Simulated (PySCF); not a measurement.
Vertical excitations of a molecule C₅H₄F₂ from TDA-M06-2X/def2-SVPD (PySCF), as energy in eV (oscillator strength): 5.45 (0.119), 5.94 (0.006), 6.48 (0.018), 7.03 (0.003), 7.24 (0.023), 7.59 (0.002), 7.85 (0.000), 7.99 (0.000), 8.27 (0.002), 8.32 (0.051). Lowest triplet (TDA): 3.33 eV. Geometry: B3LYP-D3(BJ)/def2-SVP. One conformer was computed; it need not be the lowest.

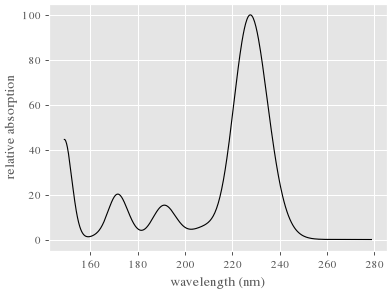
*The lines broadened by 0.4 eV.*

**Question.** Identify the compound among the candidates.
(A) FC1(F)C=CC=C1
(B) C=CC#CC(F)F
(C) FC1=C(F)CC=C1
(D) FC1=CC=C[C@@H]1F

**Answer.** C, FC1=C(F)CC=C1
